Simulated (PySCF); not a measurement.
**CH₅ClOSi: electronic excitations at several levels of theory**

How much do the electronic excitations of CH₅ClOSi (`CO[SiH2]Cl`) depend on the level of theory, and what does each level cost?

The runs use PySCF 2.14.0, with density-fitted response routines of our own; the level of theory stands in each step. All values are computed, except where a source is named. Atoms count from 0, in the outputs and in this text.

### Step 1. The molecule as given

9 atoms, charge 0, multiplicity 1; geometry from: PBE0-D3(BJ)/def2-SVP.

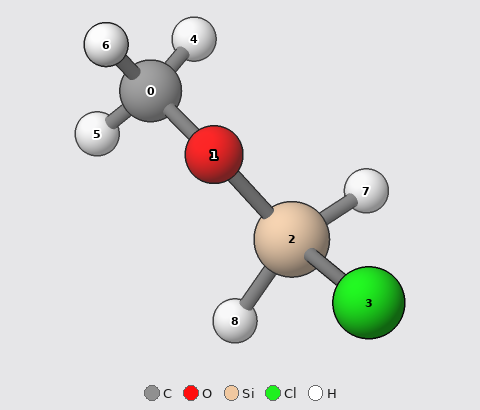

The starting geometry (carbon grey, oxygen red, silicon light orange, chlorine green, hydrogen white), atoms numbered.

### Step 2. Ultraviolet spectrum: wB97X-D/def2-SVPD

The job: settings as JSON, then the geometry in Å.

```
{"job": {"kind": "uv", "xc": "wB97X-D", "basis": "def2-SVPD", "ip": true}, "charge": 0, "multiplicity": 1}
C     -0.023549     2.515078    -1.122275
O      1.289343     2.889105    -1.440053
Si     2.649250     2.159852    -0.854116
Cl     4.245643     3.082384    -1.754275
H     -0.251586     1.486359    -1.456025
H     -0.223108     2.577961    -0.036831
H     -0.715582     3.199696    -1.634144
H      2.676588     0.712662    -1.209050
H      2.767968     2.343611     0.619681
```

Level: TDDFT wB97X-D/def2-SVPD, vertical, gas phase, core orbitals frozen in the response.

On the command line:

```
$ OMP_NUM_THREADS=1 python probes_run.py task.json out
```

One launch serves the whole session: the jobs run in the order shown.

Standard output:

```text
coarse grid: 8520 points
cycle   1  E = -865.5531373772  dE =  2.607e-01  |g| = 6.418e-01  |ddm| = 3.330e+00
cycle   2  E = -865.5265199005  dE =  2.662e-02  |g| = 7.827e-01  |ddm| = 1.324e+00
cycle   3  E = -865.6391717415  dE = -1.127e-01  |g| = 5.758e-02  |ddm| = 6.192e-01
cycle   4  E = -865.6399200005  dE = -7.483e-04  |g| = 2.104e-02  |ddm| = 1.030e-01
cycle   5  E = -865.6400454206  dE = -1.254e-04  |g| = 2.388e-03  |ddm| = 4.283e-02
cycle   6  E = -865.6400477834  dE = -2.363e-06  |g| = 5.082e-04  |ddm| = 8.571e-03
final grid: 72952 points
cycle   7  E = -865.7517673055  dE = -5.615e-05  |g| = 3.318e-03  |ddm| = 7.189e-02
cycle   8  E = -865.7517695085  dE = -2.203e-06  |g| = 1.934e-03  |ddm| = 1.054e-02
cycle   9  E = -865.7517704001  dE = -8.916e-07  |g| = 3.871e-04  |ddm| = 2.878e-03
cycle  10  E = -865.7517704399  dE = -3.982e-08  |g| = 2.370e-04  |ddm| = 7.391e-04
cycle  11  E = -865.7517704514  dE = -1.145e-08  |g| = 4.064e-05  |ddm| = 2.436e-04
cycle  12  E = -865.7517704520  dE = -6.582e-10  |g| = 1.224e-05  |ddm| = 8.866e-05
converged SCF energy = -865.7517704520

Static polarisability (au): isotropic 56.441, principal 49.817 52.057 67.448

Singlet excitations
state   eV       nm        f      main configurations
  1   7.3418    168.9   0.00807   H->L 0.88
  2   7.7545    159.9   0.00009   H->L+1 0.70, H->L+2 0.19
  3   8.1428    152.3   0.00544   H-1->L 0.74, H-1->L+1 0.09
  4   8.3293    148.9   0.04637   H-2->L 0.85
  5   8.4717    146.4   0.05859   H->L+2 0.40, H-1->L+1 0.23, H->L+1 0.13
  6   8.5406    145.2   0.02168   H-3->L 0.68, H-3->L+1 0.17
  7   8.5604    144.8   0.02682   H-1->L+1 0.43, H->L+2 0.20, H-1->L+2 0.10
  8   8.8017    140.9   0.03739   H-2->L+1 0.70, H-2->L+2 0.18
  9   9.0639    136.8   0.00621   H->L+3 0.41, H-1->L+2 0.36
 10   9.1158    136.0   0.03495   H-3->L+1 0.55, H-3->L+2 0.20, H-3->L 0.09

Triplet excitations (Tamm-Dancoff, eV): 7.1087 7.4915 7.8713 7.9901
Vertical ionisation energy (delta-SCF) = 10.7652 eV
```

Run time: 62 s. Hardware: 1 thread of Arm Neoverse V2, shared host; peak memory 0.62 GiB.

The orbitals next to the gap, with their largest atomic shares:

```tsv
orbital	eV	atoms
HOMO−3	-11.39	Cl3 81 %, O1 8 %, Si2 7 %
HOMO−2	-11.18	O1 47 %, C0 15 %, Si2 10 %
HOMO−1	-11.05	Cl3 62 %, O1 13 %, Si2 9 %
HOMO	-10.39	O1 43 %, Si2 15 %, H8 9 %
LUMO	1.71	Si2 28 %, Cl3 17 %, C0 14 %
LUMO+1	2.15	Si2 41 %, Cl3 25 %, O1 10 %
LUMO+2	2.37	Si2 40 %, Cl3 19 %, H8 13 %
```

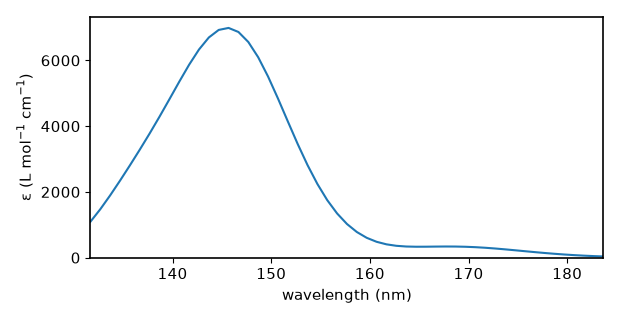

Absorption spectrum: each of the 10 states is a Gaussian band of 0.4 eV half-width at 1/e. Beyond the last state computed it falls off for lack of states.

Ground-state properties from the same run:

```tsv
property	computed
dipole moment (D)	2.55
polarisability (Å³)	8.36
HOMO–LUMO gap (eV)	12.10
−ε(HOMO) (eV)	10.39
```

### Step 3. TDDFT and polarisability: LC-wPBE/def2-SVPD

Settings changed since step 2:

```diff
@@ -1,2 +1,2 @@
-{"job": {"kind": "uv", "xc": "wB97X-D", "basis": "def2-SVPD", "ip": true}, "charge": 0, "multiplicity": 1}
+{"job": {"kind": "uv", "xc": "LC-wPBE", "basis": "def2-SVPD", "ip": true}, "charge": 0, "multiplicity": 1}
 C     -0.023549     2.515078    -1.122275
```

Level: TDDFT LC-wPBE/def2-SVPD, vertical, gas phase, core orbitals frozen in the response.

Standard output:

```text
coarse grid: 8520 points
cycle   1  E = -865.2814605795  dE =  2.729e-01  |g| = 6.426e-01  |ddm| = 3.330e+00
cycle   2  E = -865.2846974918  dE = -3.237e-03  |g| = 6.922e-01  |ddm| = 1.202e+00
cycle   3  E = -865.3705221598  dE = -8.582e-02  |g| = 6.118e-02  |ddm| = 5.300e-01
cycle   4  E = -865.3714100698  dE = -8.879e-04  |g| = 2.010e-02  |ddm| = 1.029e-01
cycle   5  E = -865.3715315343  dE = -1.215e-04  |g| = 2.590e-03  |ddm| = 4.675e-02
cycle   6  E = -865.3715347915  dE = -3.257e-06  |g| = 5.769e-04  |ddm| = 9.926e-03
final grid: 72952 points
cycle   7  E = -865.5113480243  dE = -1.705e-05  |g| = 2.970e-03  |ddm| = 3.228e-02
cycle   8  E = -865.5113487744  dE = -7.501e-07  |g| = 2.665e-03  |ddm| = 6.223e-03
cycle   9  E = -865.5113499710  dE = -1.197e-06  |g| = 3.671e-04  |ddm| = 2.215e-03
cycle  10  E = -865.5113499990  dE = -2.798e-08  |g| = 1.423e-04  |ddm| = 6.265e-04
cycle  11  E = -865.5113500050  dE = -5.986e-09  |g| = 1.793e-05  |ddm| = 2.723e-04
cycle  12  E = -865.5113500052  dE = -2.042e-10  |g| = 3.447e-06  |ddm| = 6.814e-05
converged SCF energy = -865.5113500052

Static polarisability (au): isotropic 55.352, principal 48.991 51.099 65.967

Singlet excitations
state   eV       nm        f      main configurations
  1   7.6685    161.7   0.00686   H->L 0.64, H->L+1 0.10, H->L+2 0.09
  2   8.0557    153.9   0.00014   H->L+2 0.43, H->L+1 0.35
  3   8.5711    144.7   0.00607   H-1->L 0.47, H-1->L+1 0.26
  4   8.7528    141.7   0.04326   H-2->L 0.63, H-2->L+2 0.10
  5   8.8470    140.1   0.06452   H-1->L+2 0.24, H->L+1 0.20, H->L+2 0.15
  6   8.9558    138.4   0.02577   H-3->L 0.35, H-3->L+1 0.34
  7   8.9826    138.0   0.03844   H-1->L+2 0.19, H-1->L+1 0.17, H->L+2 0.10
  8   9.2434    134.1   0.05193   H-2->L+1 0.38, H-2->L+2 0.36
  9   9.4835    130.7   0.01466   H->L+3 0.37, H-1->L+1 0.17, H-1->L+2 0.15
 10   9.6229    128.8   0.04383   H-3->L+2 0.41, H-3->L+1 0.14, H-3->L 0.12

Triplet excitations (Tamm-Dancoff, eV): 7.2105 7.6219 8.1104 8.2091
Vertical ionisation energy (delta-SCF) = 11.0592 eV
```

Run time: 72 s. Hardware: 1 thread of Arm Neoverse V2, shared host; peak memory 0.6 GiB.

This run: HOMO -11.24 eV, LUMO 1.96 eV; lowest singlet 7.67 eV.

### Step 4. Excited states and response: PBE0/6-31G*

Settings changed since step 3:

```diff
@@ -1,2 +1,2 @@
-{"job": {"kind": "uv", "xc": "LC-wPBE", "basis": "def2-SVPD", "ip": true}, "charge": 0, "multiplicity": 1}
+{"job": {"kind": "uv", "xc": "PBE0", "basis": "6-31G*"}, "charge": 0, "multiplicity": 1}
 C     -0.023549     2.515078    -1.122275
```

Level: TDDFT PBE0/6-31G*, vertical, gas phase, core orbitals frozen in the response.

Standard output:

```text
coarse grid: 8520 points
cycle   1  E = -865.6147185513  dE =  2.881e-01  |g| = 6.266e-01  |ddm| = 2.601e+00
cycle   2  E = -865.4898044780  dE =  1.249e-01  |g| = 1.015e+00  |ddm| = 1.473e+00
cycle   3  E = -865.6949086448  dE = -2.051e-01  |g| = 6.894e-02  |ddm| = 9.639e-01
cycle   4  E = -865.6958817201  dE = -9.731e-04  |g| = 2.889e-02  |ddm| = 1.144e-01
cycle   5  E = -865.6961375545  dE = -2.558e-04  |g| = 3.337e-03  |ddm| = 4.167e-02
cycle   6  E = -865.6961403493  dE = -2.795e-06  |g| = 6.632e-04  |ddm| = 3.936e-03
final grid: 72952 points
cycle   7  E = -865.6515717302  dE = -3.928e-06  |g| = 7.531e-03  |ddm| = 1.171e-02
cycle   8  E = -865.6515622586  dE =  9.472e-06  |g| = 1.042e-02  |ddm| = 1.196e-02
cycle   9  E = -865.6515833070  dE = -2.105e-05  |g| = 9.954e-04  |ddm| = 7.302e-03
cycle  10  E = -865.6515835314  dE = -2.244e-07  |g| = 4.887e-05  |ddm| = 8.852e-04
cycle  11  E = -865.6515835319  dE = -5.480e-10  |g| = 1.960e-05  |ddm| = 7.729e-05
converged SCF energy = -865.6515835319

Static polarisability (au): isotropic 43.088, principal 36.582 38.423 54.261

Singlet excitations
state   eV       nm        f      main configurations
  1   7.2161    171.8   0.00124   H->L 0.98
  2   7.7428    160.1   0.00397   H->L+1 0.97
  3   7.9525    155.9   0.00665   H-1->L 0.96
  4   8.1870    151.4   0.03623   H-2->L 0.93
  5   8.3789    148.0   0.02264   H-3->L 0.92
  6   8.5263    145.4   0.00023   H-1->L+1 0.98
  7   8.6248    143.8   0.03283   H-2->L+1 0.98
  8   9.0843    136.5   0.03230   H-3->L+1 0.87
  9   9.7440    127.2   0.00159   H-4->L 0.82, H->L+2 0.11
 10   9.9347    124.8   0.07041   H->L+2 0.79, H-4->L 0.12

Triplet excitations (Tamm-Dancoff, eV): 6.9495 7.3688 7.6412 7.7238
```

It took 4.5 s on 1 thread of Arm Neoverse V2, shared host; peak memory 0.41 GiB.

Key values: HOMO -8.32 eV, LUMO 0.45 eV; lowest singlet 7.22 eV.

### Step 5. Ultraviolet spectrum: PBE0/def2-SVP

Settings changed since step 4:

```diff
@@ -1,2 +1,2 @@
-{"job": {"kind": "uv", "xc": "PBE0", "basis": "6-31G*"}, "charge": 0, "multiplicity": 1}
+{"job": {"kind": "uv", "xc": "PBE0", "basis": "def2-SVP"}, "charge": 0, "multiplicity": 1}
 C     -0.023549     2.515078    -1.122275
```

Level: TDDFT PBE0/def2-SVP, vertical, gas phase, core orbitals frozen in the response.

Standard output:

```text
coarse grid: 8520 points
cycle   1  E = -865.1910160902  dE =  2.513e-01  |g| = 6.208e-01  |ddm| = 2.815e+00
cycle   2  E = -865.0693055037  dE =  1.217e-01  |g| = 1.003e+00  |ddm| = 1.425e+00
cycle   3  E = -865.2678014112  dE = -1.985e-01  |g| = 7.011e-02  |ddm| = 9.325e-01
cycle   4  E = -865.2687339659  dE = -9.326e-04  |g| = 2.900e-02  |ddm| = 1.114e-01
cycle   5  E = -865.2689686139  dE = -2.346e-04  |g| = 3.956e-03  |ddm| = 4.103e-02
cycle   6  E = -865.2689727000  dE = -4.086e-06  |g| = 7.258e-04  |ddm| = 4.880e-03
final grid: 72952 points
cycle   7  E = -865.3707806793  dE = -6.780e-06  |g| = 7.956e-03  |ddm| = 1.507e-02
cycle   8  E = -865.3707688888  dE =  1.179e-05  |g| = 1.130e-02  |ddm| = 1.308e-02
cycle   9  E = -865.3707931481  dE = -2.426e-05  |g| = 9.900e-04  |ddm| = 8.068e-03
cycle  10  E = -865.3707933763  dE = -2.281e-07  |g| = 5.955e-05  |ddm| = 9.419e-04
cycle  11  E = -865.3707933771  dE = -8.235e-10  |g| = 2.051e-05  |ddm| = 9.498e-05
converged SCF energy = -865.3707933771

Static polarisability (au): isotropic 44.399, principal 38.865 39.731 54.602

Singlet excitations
state   eV       nm        f      main configurations
  1   7.4031    167.5   0.00318   H->L 0.98
  2   7.9882    155.2   0.00007   H->L+1 0.91, H-1->L 0.08
  3   8.1135    152.8   0.00320   H-1->L 0.89, H->L+1 0.09
  4   8.3383    148.7   0.03296   H-2->L 0.94
  5   8.5281    145.4   0.01159   H-3->L 0.91
  6   8.6689    143.0   0.00030   H-1->L+1 0.98
  7   8.8884    139.5   0.01977   H-2->L+1 0.98
  8   9.2122    134.6   0.02836   H-3->L+1 0.86
  9   9.2757    133.7   0.13476   H->L+2 0.88
 10   9.5865    129.3   0.00423   H->L+3 0.78, H-4->L 0.10

Triplet excitations (Tamm-Dancoff, eV): 7.0628 7.5789 7.8118 7.8465
```

Run time: 5.4 s. Hardware: 1 thread of Arm Neoverse V2, shared host; peak memory 0.44 GiB.

In short: HOMO -8.31 eV, LUMO 0.66 eV; lowest singlet 7.40 eV.

[end of part 1 of 2]
